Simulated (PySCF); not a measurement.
H₃AlCl₃N, singlet at its PBE0/def2-SVP optimised geometry (Å):

```
8

Al    -0.3723    -1.2165     0.0000
Cl    -1.3264    -1.7889     1.8036
Cl     1.7469    -1.2165     0.0000
Cl    -1.3249    -1.7879    -1.8047
N     -0.7420     0.7631     0.0000
H     -0.3408     1.2165    -0.8242
H     -0.3438     1.2159     0.8260
H     -1.7469     0.9532    -0.0018
```

Method: PBE0/def2-TZVP (PySCF 2.14.0). Cells within 0.4 Å of a nucleus heavier than hydrogen are left out (blank, or x).

Map of the log10 of the electron density (e/bohr³), floored at −4 on the plane z = 0.0 Å:

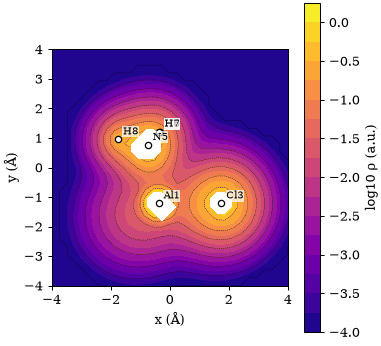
Fig. 1. Log10 of the electron density (e/bohr³), floored at −4 on the plane z = 0.0 Å.
